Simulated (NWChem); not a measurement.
**C3H5Cl (allyl chloride) at 6 levels**

We compute a comparison of 6 runs (HF/STO-3G, HF/3-21G, B3LYP/6-31G*, B3LYP/def2-SVP, M06-2X/def2-SVP) of C3H5Cl (allyl chloride). 

The calculation is run with NWChem 7.3.0.

4 further runs of the same task are left out: 1 that didn't finish, 3 set aside as unsound or not needed. Runs told in other sessions of the task aren't counted.

**1. The system as given**

The species is C3H5Cl (9 atoms), meant as a singlet with charge 0. As SMILES, `C=CCCl`. The coordinates come from a PBE0-D4/def2-TZVP relaxation. This is one conformer, not always the lowest.

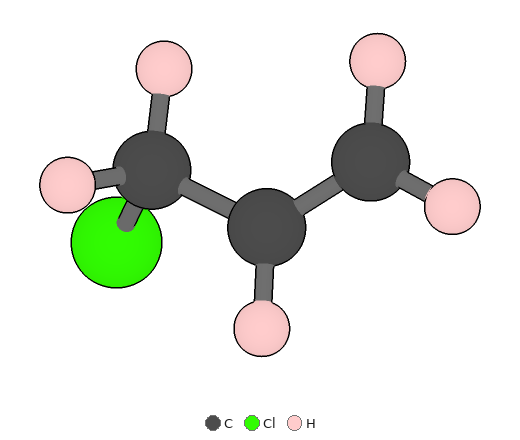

Viewed from a chosen angle; carbon dark grey, chlorine green, hydrogen pink.

**2. Energy and gradient at HF/STO-3G (run 1)**

calc.nw reads:

```
start calc
title "C3H5Cl"
memory stack 880 mb heap 220 mb global 1100 mb
charge 0

geometry units angstrom noautosym nocenter noautoz
   C    -0.295350    1.315190   -0.447700
   C     0.370210    0.171280   -0.388240
   C     0.080190   -0.891510    0.604460
   Cl   -0.392790   -2.419870   -0.209260
   H    -0.044240    2.079040   -1.173800
   H    -1.115830    1.528620    0.230150
   H     1.180420   -0.031190   -1.083310
   H    -0.740340   -0.613990    1.264520
   H     0.957740   -1.137570    1.203200
end

basis spherical bse
   * library STO-3G
end

scf
   thresh 1e-08
   maxiter 80
   noprint "final vectors analysis"
end

task scf gradient
```

Launch:

```sh
$ nwchem calc.nw > calc.out
```

Log:

```text
[...]
  functions       =    29
[...]
  wavefunction    = RHF
[...]
         Total SCF energy =   -569.657804442916
      One-electron energy =  -1071.024204133704
      Two-electron energy =    357.331584396618
 Nuclear repulsion energy =    144.034815294170
        Time for solution =      1.0s
[...]
                         RHF ENERGY GRADIENTS
    atom               coordinates                        gradient
                 x          y          z           x          y          z
   1 C      -0.558131   2.485349  -0.846030   -0.010573   0.020929  -0.001534
   2 C       0.699595   0.323672  -0.733667    0.004481  -0.042991   0.020732
   3 C       0.151537  -1.684710   1.142264    0.000787   0.007951  -0.023440
   4 Cl     -0.742265  -4.572891  -0.395444    0.006137   0.017430   0.008769
   5 H      -0.083601   3.928816  -2.218160    0.001478   0.000550  -0.001298
   6 H      -2.108613   2.888673   0.434920   -0.002333  -0.001292   0.002227
   7 H       2.230670  -0.058941  -2.047159    0.001448  -0.000173  -0.002467
   8 H      -1.399040  -1.160273   2.389596   -0.000690  -0.000839  -0.001169
   9 H       1.809866  -2.149696   2.273718   -0.000735  -0.001564  -0.001819
[...]
```

Wall time 1.7 s (1 thread of Intel Xeon 6975P-C (Granite Rapids), shared host); peak memory 0.1 GiB.

**3. Energy and forces at HF/3-21G (run 2)**

c3h5cl.nw reads:

```
start c3h5cl
title "C3H5Cl hf"
memory total 2200 mb

geometry noautosym nocenter noautoz
C     -0.295350     1.315190    -0.447700
C      0.370210     0.171280    -0.388240
C      0.080190    -0.891510     0.604460
Cl    -0.392790    -2.419870    -0.209260
H     -0.044240     2.079040    -1.173800
H     -1.115830     1.528620     0.230150
H      1.180420    -0.031190    -1.083310
H     -0.740340    -0.613990     1.264520
H      0.957740    -1.137570     1.203200
end

basis spherical bse
* library 3-21G
end

scf
thresh 1e-08
maxiter 80
noprint "final vectors analysis"
end

task scf gradient
```

Launch:

```sh
$ nwchem c3h5cl.nw > c3h5cl.out
```

Log:

```text
[...]
  functions       =    50
[...]
  wavefunction    = RHF
[...]
         Total SCF energy =   -573.137125719683
      One-electron energy =  -1073.994609659518
      Two-electron energy =    356.822668645666
 Nuclear repulsion energy =    144.034815294170
        Time for solution =      1.2s
[...]
                         RHF ENERGY GRADIENTS
    atom               coordinates                        gradient
                 x          y          z           x          y          z
   1 C      -0.558131   2.485349  -0.846030   -0.002634   0.004800  -0.000837
   2 C       0.699595   0.323672  -0.733667   -0.001560  -0.015177   0.011583
   3 C       0.151537  -1.684710   1.142264   -0.010201  -0.029689  -0.033633
   4 Cl     -0.742265  -4.572891  -0.395444    0.010763   0.034604   0.018311
   5 H      -0.083601   3.928816  -2.218160    0.002443   0.005669  -0.005741
   6 H      -2.108613   2.888673   0.434920   -0.006117   0.000484   0.005772
   7 H       2.230670  -0.058941  -2.047159    0.006643  -0.001287  -0.006151
   8 H      -1.399040  -1.160273   2.389596   -0.006604   0.002721   0.005393
   9 H       1.809866  -2.149696   2.273718    0.007266  -0.002125   0.005303
[...]
```

Wall time 1.9 s (1 thread of Intel Xeon 6975P-C (Granite Rapids), shared host); peak memory 0.1 GiB.

Run 3 isn't shown in full; the table further down has it.

**4. Energy and forces at B3LYP/6-31G(d) (spherical functions) (run 4)**

run.py reads:

```python
from ase import Atoms
from ase.calculators.nwchem import NWChem

molecule = Atoms(['C', 'C', 'C', 'Cl', 'H', 'H', 'H', 'H', 'H'], positions=[
    [-0.295350, 1.315190, -0.447700],
    [0.370210, 0.171280, -0.388240],
    [0.080190, -0.891510, 0.604460],
    [-0.392790, -2.419870, -0.209260],
    [-0.044240, 2.079040, -1.173800],
    [-1.115830, 1.528620, 0.230150],
    [1.180420, -0.031190, -1.083310],
    [-0.740340, -0.613990, 1.264520],
    [0.957740, -1.137570, 1.203200],
])

calc = NWChem(
    label='calc',
    theory='dft',
    memory='2200 mb',
    basis='6-31G*',
    basispar='spherical bse',
    dft={'xc': 'b3lyp', 'mult': '1', 'grid': 'xfine', 'convergence': 'energy 1e-08', 'iterations': '100', 'mulliken': None},
)
molecule.calc = calc

forces = molecule.get_forces()
e = molecule.get_potential_energy()
print(f"E = {e:.6f} eV")
print("forces (eV/A):")
for s, f in zip(molecule.symbols, forces):
    print(f"{s:2s} {f[0]:10.5f} {f[1]:10.5f} {f[2]:10.5f}")
print("dipole (e A):", molecule.get_dipole_moment().round(4))
```

Launch:

```sh
$ export ASE_NWCHEM_COMMAND="nwchem PREFIX.nwi > PREFIX.nwo"
$ python run.py
```

Log:

```text
E = -15714.437448 eV
forces (eV/A):
C    -0.19936    0.36325   -0.03204
C     0.27336   -0.11827   -0.13555
C     0.11210    0.21731    0.32149
Cl   -0.19690   -0.63743   -0.28205
H    -0.00561    0.09930   -0.05327
H    -0.07590    0.06376    0.03749
H     0.07153   -0.02098   -0.04607
H    -0.04875    0.03893    0.09318
H     0.06957   -0.00586    0.09683
dipole (e A): [0.1205 0.3932 0.1667]
```

The calculator wrote calc.nwi:

```
title "calc"

permanent_dir calc

scratch_dir calc

start calc

geometry units angstrom nocenter noautosym noautoz
  C  -2.9535000000000000e-01 1.3151900000000001e+00 -4.4769999999999999e-01
  C  3.7020999999999998e-01 1.7127999999999999e-01 -3.8823999999999997e-01
  C  8.0189999999999997e-02 -8.9151000000000002e-01 6.0446000000000000e-01
  Cl -3.9278999999999997e-01 -2.4198700000000000e+00 -2.0926000000000000e-01
  H  -4.4240000000000002e-02 2.0790400000000000e+00 -1.1738000000000000e+00
  H  -1.1158300000000001e+00 1.5286200000000001e+00 2.3014999999999999e-01
  H  1.1804200000000000e+00 -3.1189999999999999e-02 -1.0833100000000000e+00
  H  -7.4034000000000000e-01 -6.1399000000000004e-01 1.2645200000000001e+00
  H  9.5774000000000004e-01 -1.1375700000000000e+00 1.2032000000000000e+00
end

memory 2200 mb

basis spherical bse noprint
   * library 6-31G*
end

dft
  xc b3lyp
  mult 1
  grid xfine
  convergence energy 1e-08
  iterations 100
  mulliken
end

task dft gradient
```

calc.nwo:

```text
Northwest Computational Chemistry Package (NWChem) 7.3.0
             --------------------------------------------------------

           Job information
           ---------------

    nwchem branch   = 7.3.0
    use scalapack   = T
    input           = calc.nwi
    prefix          = calc.
    data base       = calc/calc.db
    status          = startup
    nproc           =        1

           Memory information
           ------------------

[... 5 lines left out ...]
    hardfail = no
[... 104 lines left out ...]
  convergence criterion.
[... 42 lines left out ...]
          Spatial weights used:  Erf1
[... 32 lines left out ...]
 1-e energy   =   -1074.841697
[... 41 lines left out ...]
           Coulomb energy =      403.013254056982
[... 562 lines left out ...]
          Convergence on density requested:  1.00D-05
[... 28 lines left out ...]
          total energy or number of iterations.
[... 36 lines left out ...]
                 ----------------------------------------
                 |  Time  |  1-e(secs)   |  2-e(secs)   |
                 ----------------------------------------
                 |  CPU   |       0.00   |       1.17   |
                 ----------------------------------------
                 |  WALL  |       0.00   |       1.17   |
                 ----------------------------------------

 Task  times  cpu:       19.9s     wall:       19.9s
 Total times  cpu:       19.9s     wall:       19.9s
```

It took 21 s on 1 thread of Intel Xeon 6975P-C (Granite Rapids), shared host; peak memory 0.14 GiB.

Run 5 isn't shown in full; the table further down has it.

**5. Energy and gradient at M06-2X/def2-SVP (run 6)**

run.py reads:

```python
from ase import Atoms
from ase.calculators.nwchem import NWChem

mol = Atoms(['C', 'C', 'C', 'Cl', 'H', 'H', 'H', 'H', 'H'], positions=[
    [-0.295350, 1.315190, -0.447700],
    [0.370210, 0.171280, -0.388240],
    [0.080190, -0.891510, 0.604460],
    [-0.392790, -2.419870, -0.209260],
    [-0.044240, 2.079040, -1.173800],
    [-1.115830, 1.528620, 0.230150],
    [1.180420, -0.031190, -1.083310],
    [-0.740340, -0.613990, 1.264520],
    [0.957740, -1.137570, 1.203200],
])

calc = NWChem(
    label='a',
    theory='dft',
    memory='2200 mb',
    basis='def2-SVP',
    basispar='spherical bse',
    dft={'xc': 'm06-2x', 'mult': '1', 'grid': 'xfine', 'convergence': 'energy 1e-08', 'iterations': '100', 'mulliken': None},
)
mol.calc = calc

forces = mol.get_forces()
e = mol.get_potential_energy()
print(f"E = {e:.6f} eV")
print("forces (eV/A):")
for s, f in zip(mol.symbols, forces):
    print(f"{s:2s} {f[0]:10.5f} {f[1]:10.5f} {f[2]:10.5f}")
print("dipole (e A):", mol.get_dipole_moment().round(4))
```

Launch:

```sh
$ export ASE_NWCHEM_COMMAND="nwchem PREFIX.nwi > PREFIX.nwo"
$ python run.py
```

Log:

```text
E = -15706.162886 eV
forces (eV/A):
C    -0.06587    0.15715   -0.02355
C     0.06063   -0.07492    0.01491
C    -0.02988   -0.17617   -0.01532
Cl   -0.04124   -0.15586   -0.09786
H     0.07122    0.19432   -0.20651
H    -0.21325    0.04505    0.19432
H     0.20764   -0.05944   -0.18533
H    -0.18003    0.08922    0.16974
H     0.19078   -0.01939    0.14959
dipole (e A): [0.1055 0.3482 0.1623]
```

The calculator wrote a.nwi:

```
title "a"

permanent_dir a

scratch_dir a

start a

geometry units angstrom nocenter noautosym noautoz
  C  -2.9535000000000000e-01 1.3151900000000001e+00 -4.4769999999999999e-01
  C  3.7020999999999998e-01 1.7127999999999999e-01 -3.8823999999999997e-01
  C  8.0189999999999997e-02 -8.9151000000000002e-01 6.0446000000000000e-01
  Cl -3.9278999999999997e-01 -2.4198700000000000e+00 -2.0926000000000000e-01
  H  -4.4240000000000002e-02 2.0790400000000000e+00 -1.1738000000000000e+00
  H  -1.1158300000000001e+00 1.5286200000000001e+00 2.3014999999999999e-01
  H  1.1804200000000000e+00 -3.1189999999999999e-02 -1.0833100000000000e+00
  H  -7.4034000000000000e-01 -6.1399000000000004e-01 1.2645200000000001e+00
  H  9.5774000000000004e-01 -1.1375700000000000e+00 1.2032000000000000e+00
end

memory 2200 mb

basis spherical bse noprint
   * library def2-SVP
end

dft
  xc m06-2x
  mult 1
  grid xfine
  convergence energy 1e-08
  iterations 100
  mulliken
end

task dft gradient
```

a.nwo:

```text
Northwest Computational Chemistry Package (NWChem) 7.3.0
             --------------------------------------------------------

           Job information
           ---------------

    nwchem branch   = 7.3.0
    use scalapack   = T
    input           = a.nwi
    prefix          = a.
    data base       = a/a.db
    status          = startup
    nproc           =        1

           Memory information
           ------------------

[... 5 lines left out ...]
    hardfail = no
[... 104 lines left out ...]
  convergence criterion.
[... 40 lines left out ...]
          Spatial weights used:  Erf1
[... 32 lines left out ...]
 1-e energy   =   -1074.302455
[... 41 lines left out ...]
           Coulomb energy =      402.768601022994
[... 667 lines left out ...]
          Convergence on density requested:  1.00D-05
[... 26 lines left out ...]
          total energy or number of iterations.
[... 36 lines left out ...]
                 ----------------------------------------
                 |  Time  |  1-e(secs)   |  2-e(secs)   |
                 ----------------------------------------
                 |  CPU   |       0.00   |       1.06   |
                 ----------------------------------------
                 |  WALL  |       0.00   |       1.06   |
                 ----------------------------------------

 Task  times  cpu:       34.2s     wall:       34.2s
 Total times  cpu:       34.2s     wall:       34.2s
```

Run time: 35 s. Hardware: 1 thread of Intel Xeon 6975P-C (Granite Rapids), shared host; peak memory 0.15 GiB.

**6. Overview of the runs**

| run | level | Cartesian functions | iteration cap | energy (Eh) | dipole moment (D) | largest force (eV/Å) | wall time |
| --- | --- | --- | --- | --- | --- | --- | --- |
| 1 | HF/STO-3G | no | 80 | -569.657804 | 2.48 | 2.465 | 1.7 s |
| 2 | HF/3-21G | no | 80 | -573.137126 | 2.67 | 2.366 | 1.9 s |
| 3 | B3LYP/6-31G* (Cartesian functions) | yes | 100 | -577.500645 | – | 0.733 | 26 s |
| 4 | B3LYP/6-31G* (spherical functions) | no | 100 | -577.494929 | 2.13 | 0.724 | 21 s |
| 5 | B3LYP/def2-SVP | no | 100 | -577.284662 | 1.78 | 0.578 | 28 s |
| 6 | M06-2X/def2-SVP | no | 100 | -577.190845 | 1.91 | 0.292 | 35 s |

**7. Results**

| quantity | value |
| --- | --- |
| run 6: total energy | -577.19084 Eh |
| run 6: dipole moment | 1.91 D |
| run 6: HOMO energy | -9.05 eV |
| run 6: LUMO energy | 0.82 eV |
| run 6: HOMO–LUMO gap | 9.86 eV |
| run 6: largest force on an atom | 0.292 eV/Å |

**Reading.** Over runs 1, 2, 4, 5, 6 the dipole moment (its size) runs from 1.78 D (B3LYP/def2-SVP) to 2.67 D (HF/3-21G). The two ends differ in method and basis. Over runs 4, 5, 6 the HOMO–LUMO gap runs from 7.18 eV (B3LYP/def2-SVP) to 9.86 eV (M06-2X/def2-SVP). Totals of different functionals can't be ranked against each other. In run 1 the basis is minimal, so the values are rough. All runs together took 1.9 min, the longest 35 s.
